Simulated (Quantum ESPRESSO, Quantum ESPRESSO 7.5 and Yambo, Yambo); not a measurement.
**SiC (Moissanite): G0W0 with Yambo, start to end**

How does a plane-wave GW calculation on SiC (Moissanite) run from the first input to the gap?

Method: PBE and many-body steps on it, plane waves, in Quantum ESPRESSO 7.5 and Yambo 5.3.0.

**The experiments to reproduce.**

- Gap 3.02 eV: band gap at cryogenic temperature; bulk crystal (literature value) (quoted in “Silicon carbide diodes for neutron detection”, 2020, arxiv:2009.14696).

- Gap 3 eV: optical absorption onset, approximate; UV-Vis-NIR transmission; bulk crystal (400 micron semi-insulating 6H-SiC wafer) (“Effects of energetic ion irradiation on WSe2/SiC heterostructures”, 2017, pmc:5482891).

- Gap 3.03 eV: indirect gap, experimental literature value; quoted from earlier experiment; bulk crystal (quoted in “Charge spill-out and work function of few-layer graphene on SiC(0001)”, 2018, arxiv:1806.04908).

### Step 1. Set-up

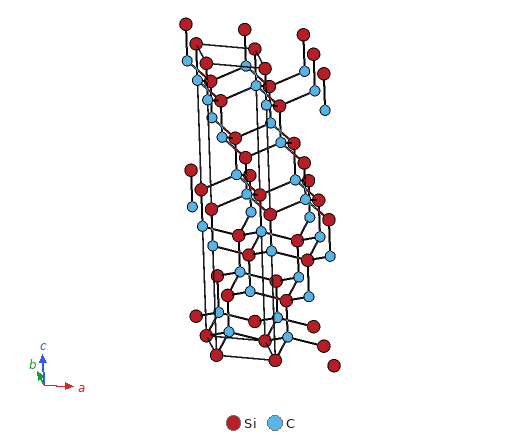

Start, viewed slightly off an axis; silicon red, carbon blue. 2×2×1 cells are drawn. Bonds to atoms that aren't drawn are left out. Some periodic images of atoms are drawn too.

The cell and positions come from the Crystallography Open Database and are kept as given unless a step says otherwise.

### Step 2. Ground state

This step: Quantum ESPRESSO 7.5; DFT, PBE, plane waves, norm-conserving pseudopotentials.

The ground-state density comes first.

File pw.in:

```
&control
  calculation = 'scf'
  prefix = 'x'
  outdir = 'o'
  pseudo_dir = 'pseudo'
/
&system
  ibrav = 0
  nat = 12
  ntyp = 2
  ecutwfc = 74.0
  nbnd = 34
  force_symmorphic = .true.
/
&electrons
  conv_thr = 1e-10
  electron_maxstep = 80
  mixing_beta = 0.5
/
ATOMIC_SPECIES
  Si 28.085 Si.upf
  C 12.011 C.upf
CELL_PARAMETERS angstrom
  3.0810000000 -0.0000000000 0.0000000000
  -1.5405000000 2.6682242691 0.0000000000
  0.0000000000 0.0000000000 15.1248000000
ATOMIC_POSITIONS crystal
  Si 0.0000000000 0.0000000000 0.0000000000
  Si 0.0000000000 0.0000000000 0.5000000000
  Si 0.3333333333 0.6666666667 0.1664000000
  Si 0.6666666667 0.3333333333 0.6664000000
  Si 0.6666666667 0.3333333333 0.3329000000
  Si 0.3333333333 0.6666666667 0.8329000000
  C 0.3333333333 0.6666666667 0.0412000000
  C 0.6666666667 0.3333333333 0.5412000000
  C 0.6666666667 0.3333333333 0.2080000000
  C 0.3333333333 0.6666666667 0.7080000000
  C 0.0000000000 0.0000000000 0.3746000000
  C 0.0000000000 0.0000000000 0.8746000000
K_POINTS automatic
  6 6 2 0 0 0
```

Command:

```sh
$ OMP_NUM_THREADS=1 mpirun -n 4 pw.x -nk 4 -in pw.in > pw.out
```

Log:

```text
Program PWSCF v.7.5 starts

     This program is part of the open-source Quantum ESPRESSO suite
     for quantum simulation of materials; please cite
         "P. Giannozzi et al., J. Phys.:Condens. Matter 21 395502 (2009);
         "P. Giannozzi et al., J. Phys.:Condens. Matter 29 465901 (2017);
         "P. Giannozzi et al., J. Chem. Phys. 152 154105 (2020);
     in publications or presentations arising from this work. More details at
     Message from routine setup:
     using ibrav=0 with symmetry is DISCOURAGED, use correct ibrav instead

     G-vector sticks info

     bravais-lattice index     =            0
     lattice parameter (alat)  =       5.8222  a.u.
     unit-cell volume          =     839.0740 (a.u.)^3
     number of atoms/cell      =           12
     number of atomic types    =            2
     number of electrons       =        48.00
     number of Kohn-Sham states=           34
     kinetic-energy cutoff     =      74.0000  Ry
     charge density cutoff     =     296.0000  Ry
     scf convergence threshold =      1.0E-10
     mixing beta               =       0.5000
     number of iterations used =            8  plain     mixing
     Exchange-correlation= PBE
                           (   1   4   3   4   0   0   0)

     celldm(1)=   5.822246  celldm(2)=   0.000000  celldm(3)=   0.000000
     celldm(4)=   0.000000  celldm(5)=   0.000000  celldm(6)=   0.000000

     crystal axes: (cart. coord. in units of alat)
               a(1) = (   1.000000  -0.000000   0.000000 )
               a(2) = (  -0.500000   0.866025   0.000000 )
               a(3) = (   0.000000   0.000000   4.909056 )

     reciprocal axes: (cart. coord. in units 2 pi/alat)
               b(1) = (  1.000000  0.577350 -0.000000 )
               b(2) = (  0.000000  1.154701 -0.000000 )
               b(3) = ( -0.000000 -0.000000  0.203705 )
     Pseudo is Norm-conserving + core correction, Zval =  4.0
     Generated using ONCVPSP code by D. R. Hamann
     Using radial grid of 1510 points,  6 beta functions with:
     Pseudo is Norm-conserving + core correction, Zval =  4.0
     Generated using ONCVPSP code by D. R. Hamann
     Using radial grid of 1248 points,  4 beta functions with:
     Si                4.00    28.08500     Si( 1.00)
     C                 4.00    12.01100     C ( 1.00)

      6 Sym. Ops. (no inversion) found

   Cartesian axes

     site n.     atom                  positions (alat units)
         1        Si     tau(   1) = (   0.0000000   0.0000000   0.0000000  )
         2        Si     tau(   2) = (   0.0000000   0.0000000   2.4545278  )
         3        Si     tau(   3) = (  -0.0000000   0.5773503   0.8168668  )
         4        Si     tau(   4) = (   0.5000000   0.2886751   3.2713946  )
         5        Si     tau(   5) = (   0.5000000   0.2886751   1.6342246  )
         6        Si     tau(   6) = (  -0.0000000   0.5773503   4.0887523  )
         7        C      tau(   7) = (  -0.0000000   0.5773503   0.2022531  )
         8        C      tau(   8) = (   0.5000000   0.2886751   2.6567808  )
         9        C      tau(   9) = (   0.5000000   0.2886751   1.0210835  )
        10        C      tau(  10) = (  -0.0000000   0.5773503   3.4756113  )
        11        C      tau(  11) = (   0.0000000   0.0000000   1.8389322  )
        12        C      tau(  12) = (   0.0000000   0.0000000   4.2934599  )

     number of k points=    14
                       cart. coord. in units 2pi/alat
        k(    1) = (   0.0000000   0.0000000   0.0000000), wk =   0.0277778
        k(    2) = (   0.0000000   0.0000000  -0.1018526), wk =   0.0277778
        k(    3) = (   0.0000000   0.1924501   0.0000000), wk =   0.1666667
        k(    4) = (   0.0000000   0.1924501  -0.1018526), wk =   0.1666667
        k(    5) = (   0.0000000   0.3849002   0.0000000), wk =   0.1666667
        k(    6) = (   0.0000000   0.3849002  -0.1018526), wk =   0.1666667
        k(    7) = (   0.0000000  -0.5773503   0.0000000), wk =   0.0833333
        k(    8) = (   0.0000000  -0.5773503  -0.1018526), wk =   0.0833333
        k(    9) = (   0.1666667   0.2886751   0.0000000), wk =   0.1666667
        k(   10) = (   0.1666667   0.2886751  -0.1018526), wk =   0.1666667
        k(   11) = (   0.1666667   0.4811252   0.0000000), wk =   0.3333333
        k(   12) = (   0.1666667   0.4811252  -0.1018526), wk =   0.3333333
        k(   13) = (   0.3333333   0.5773503   0.0000000), wk =   0.0555556
        k(   14) = (   0.3333333   0.5773503  -0.1018526), wk =   0.0555556

     Dense  grid:    72085 G-vectors     FFT dimensions: (  32,  32, 160)

     Initial potential from superposition of free atoms

     starting charge      47.9961, renormalised to      48.0000
     Starting wfcs are   48 randomized atomic wfcs

     per-process dynamical memory:    77.8 Mb

     Self-consistent Calculation

     iteration #  1     ecut=    74.00 Ry     beta= 0.50

     total energy              =    -122.61548844 Ry
     estimated scf accuracy    <       2.57439343 Ry

     iteration #  2     ecut=    74.00 Ry     beta= 0.50

     total energy              =    -123.23023123 Ry
     estimated scf accuracy    <       0.10184852 Ry

     iteration #  3     ecut=    74.00 Ry     beta= 0.50

     total energy              =    -123.23331517 Ry
     estimated scf accuracy    <       0.02294732 Ry

     iteration #  4     ecut=    74.00 Ry     beta= 0.50

     total energy              =    -123.23752000 Ry
     estimated scf accuracy    <       0.00924176 Ry

     iteration #  5     ecut=    74.00 Ry     beta= 0.50

     total energy              =    -123.23659931 Ry
     estimated scf accuracy    <       0.00256480 Ry

     iteration #  6     ecut=    74.00 Ry     beta= 0.50

     total energy              =    -123.23742871 Ry
     estimated scf accuracy    <       0.00009429 Ry

     iteration #  7     ecut=    74.00 Ry     beta= 0.50

     total energy              =    -123.23718227 Ry
     estimated scf accuracy    <       0.00066932 Ry

     iteration #  8     ecut=    74.00 Ry     beta= 0.50

     total energy              =    -123.23732394 Ry
     estimated scf accuracy    <       0.00000175 Ry

     iteration #  9     ecut=    74.00 Ry     beta= 0.50

     total energy              =    -123.23732485 Ry
     estimated scf accuracy    <       0.00000095 Ry

     iteration # 10     ecut=    74.00 Ry     beta= 0.50

     total energy              =    -123.23732491 Ry
     estimated scf accuracy    <       0.00000012 Ry

     iteration # 11     ecut=    74.00 Ry     beta= 0.50

     total energy              =    -123.23732493 Ry
     estimated scf accuracy    <       0.00000002 Ry

     iteration # 12     ecut=    74.00 Ry     beta= 0.50

     total energy              =    -123.23732494 Ry
     estimated scf accuracy    <       0.00000002 Ry

     iteration # 13     ecut=    74.00 Ry     beta= 0.50

     total energy              =    -123.23732494 Ry
     estimated scf accuracy    <          2.4E-09 Ry

     iteration # 14     ecut=    74.00 Ry     beta= 0.50

     total energy              =    -123.23732494 Ry
     estimated scf accuracy    <          3.4E-10 Ry

     iteration # 15     ecut=    74.00 Ry     beta= 0.50

     total energy              =    -123.23732494 Ry
     estimated scf accuracy    <          1.2E-10 Ry

     iteration # 16     ecut=    74.00 Ry     beta= 0.50

     End of self-consistent calculation

          k = 0.0000 0.0000 0.0000 (  8941 PWs)   bands (ev):

    -5.9269  -5.4210  -5.3560  -3.8965  -3.8338  -2.3695   0.9408   3.2765
     3.3221   7.0857   7.1327   8.3758   8.3758   8.5558   8.5558   8.6806
     8.6806   9.1281   9.1281   9.2402   9.2402   9.4926   9.5283   9.5283
    14.6927  14.8641  15.2659  15.7770  15.8043  16.1861  16.4453  16.4454
    16.6749  16.8731

          k = 0.0000 0.0000-0.1019 (  8898 PWs)   bands (ev):

    -5.7918  -5.7918  -4.7331  -4.7331  -2.9098  -2.9098   1.7007   1.7007
     5.1834   5.1834   8.4342   8.4342   8.4342   8.4342   8.7605   8.7605
     8.8868   8.8868   8.8868   8.8868   9.4334   9.4334   9.4334   9.4334
    14.7598  14.7598  15.4995  15.4995  16.1682  16.1683  16.5381  16.5381
    16.5382  16.5382

          k = 0.0000 0.1925 0.0000 (  8976 PWs)   bands (ev):

    -5.4479  -4.9491  -4.8832  -3.4507  -3.3865  -1.9729   1.3728   3.5487
     3.5946   6.2016   6.3534   6.4549   6.9520   7.0264   7.6320   7.7536
     7.8933   7.9287   8.0148   8.2015   8.7381   8.8255   9.1886   9.2893
    14.2487  14.6268  14.7231  15.4049  15.8834  16.3009  16.6568  16.7761
    17.0112  17.1501

          k = 0.0000 0.1925-0.1019 (  8984 PWs)   bands (ev):

     [... further k-points ...]

     highest occupied, lowest unoccupied level (ev):     9.5283   11.5451

!    total energy              =    -123.23732494 Ry
     estimated scf accuracy    <          1.6E-12 Ry

     The total energy is the sum of the following terms:
     one-electron contribution =      33.48764004 Ry
     hartree contribution      =      14.07781438 Ry
     xc contribution           =     -45.33935242 Ry
     ewald contribution        =    -125.46342694 Ry

     convergence has been achieved in  16 iterations

     XML data file, charge density, pseudopotentials, collected wavefunctions

=------------------------------------------------------------------------------=
   JOB DONE.
=------------------------------------------------------------------------------=
```

It took 30 s on 4 MPI ranks of Arm Neoverse V2, shared host; peak memory 0.51 GiB; 2 min of CPU time.

This step gave:

```yaml
total_energy: -1676.7292 eV
gap: 2.017 eV
k_of_the_valence_top: 0, 0, 0
k_of_the_conduction_bottom: 0, -0.5, 0
least_direct_gap: 3.123 eV
```

The gap is indirect, with the least direct gap 1.11 eV higher.

(Continued in part 2 of 3.)

[Paths, hosts, dates, memory and timing lines, banners, echoed tables and standing remarks are left out of the program output.]

[Logs are printed without paths, hosts, clocks, repeated set-up lines and the standing remarks that a program may print on its own settings, such as how far it seeks lower states.]

[Runs of the session that timed out or met a known fault of the program may be left out.]

[Hosts, paths, dates, database ids (printed as entryN), source tags and the programs' standing remarks are cut or masked in the printed files.]
